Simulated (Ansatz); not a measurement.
# CH6ClNOSi: what the fields show

Input file:

```
crystal:
  periodic: [false, false, false]
  atoms:
    - { symbol: Si, position_ang: [0.0, 0.0, 0.0] }
    - { symbol: "N", position_ang: [0.0, 0.0, 1.82] }
    - { symbol: H, position_ang: [-0.877, -0.2713, 2.35] }
    - { symbol: H, position_ang: [0.877, 0.2713, 2.35] }
    - { symbol: C, position_ang: [1.7634, 0.0, -0.6227] }
    - { symbol: H, position_ang: [2.1111, -1.0463, -0.7509] }
    - { symbol: H, position_ang: [1.8119, 0.5276, -1.5981] }
    - { symbol: H, position_ang: [2.4154, 0.5187, 0.1108] }
    - { symbol: O, position_ang: [-0.7913, 1.3709, -0.5594] }
    - { symbol: H, position_ang: [-1.7491, 1.1401, -0.7818] }
    - { symbol: Cl, position_ang: [-1.0032, -1.7381, -0.7093] }
basis:
  gaussian: { orbitals: cc-pVDZ }
hamiltonian:
  xc: pbe
relax:
  f_tol: 0.02
  max_steps: 40
output:
  orbitals: {}
```

Run with:

```sh
ansatz run input.yaml --threads 2 --pin off --max-ram 3072MiB --backend cpu --events-out ev --progress --plain --runs-dir out
```

The fields are those of the run's last geometry, not of the input's.

All numbers below come from RKS PBE/cc-pVDZ in Ansatz.

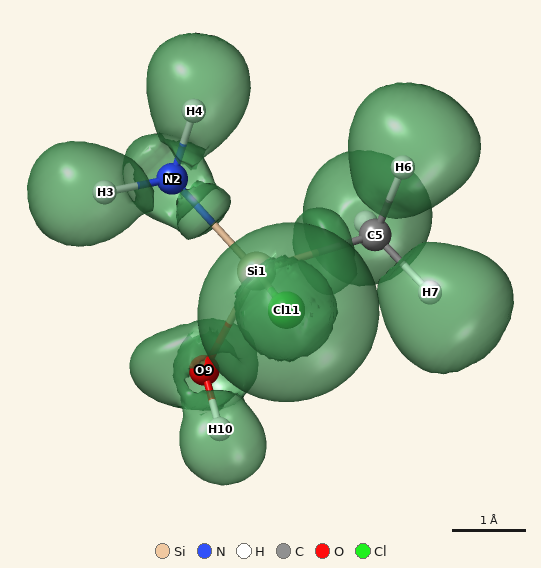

Figure 1. Isosurface of the ELF at 0.8 (green), seen at a tilt. Only the valence region is drawn (cores and ρ < 0.01 e/Å³ removed).

### Describe the localisation domains.

At this value the surface marks out one region between bonded C–Si atoms (shared pairs), three regions around hydrogen nuclei, one region on Cl in which the atom's valence shell and bonds are merged, one joined region spread over several atoms (H, N), in which their bonds and any lone pairs are merged and one joined region spread over several atoms (H, O), in which their bonds and any lone pairs are merged.


Si–O (1.69 Å): the ELF peaks at about 0.85 between the atoms; a shared but strongly polarised pair. Si–N (1.74 Å): the ELF peaks at about 0.90 between the atoms; a polar covalent bond.

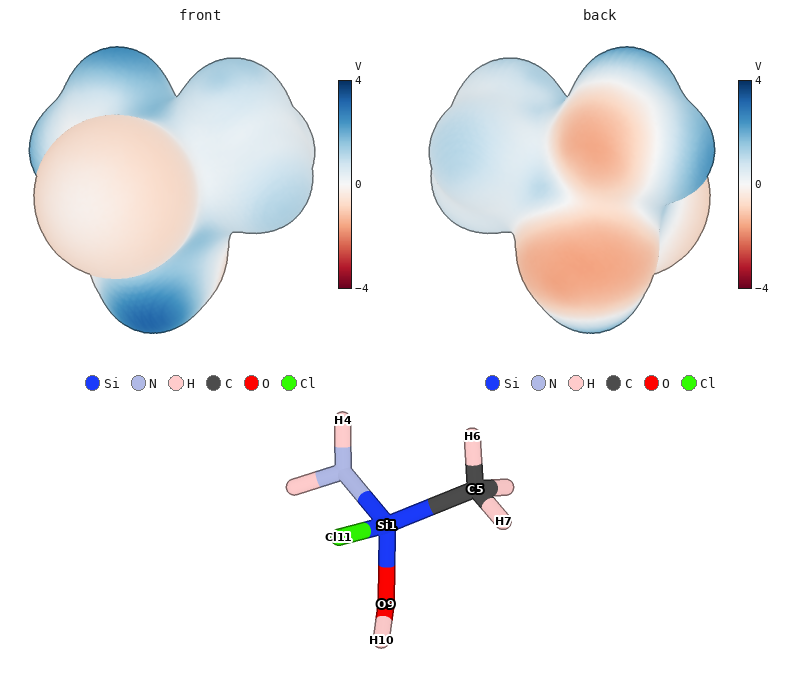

Figure 2. The molecular electrostatic potential painted on the density surface at 0.004 e/bohr³, seen from the front and from behind; the colour scale runs from red (negative) to blue (positive). The bare structure is drawn below in the same view.

### Which sites attract a positive test charge, and which a negative one?

A positive charge is drawn to the negative regions and a negative charge to the positive ones. The most negative region (about −1.6 V, or −37 kcal/mol for a unit charge) lies over O9, the most positive (about +3.0 V, or +69 kcal/mol for a unit charge) over H10. O9 is the likeliest acceptor of a hydrogen bond.

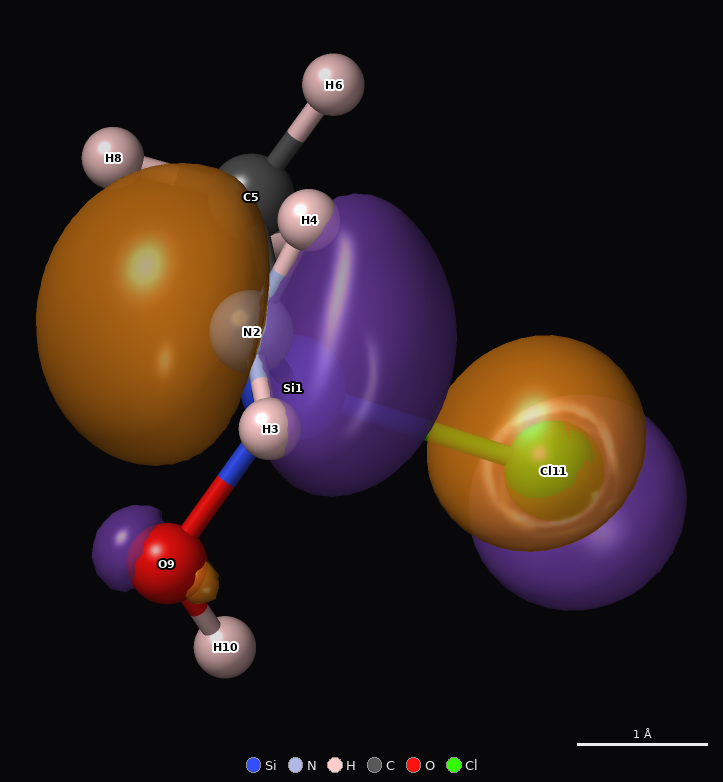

Figure 3. The HOMO at ±0.1 Å⁻³ᐟ² (orange and purple are the two phases), seen at an oblique angle.

### Where does this orbital lie, and at what energy?

Its weight (Hirshfeld) is mainly on N2 (about 65 %) and Cl11 (about 15 %). Its energy is −6.16 eV.
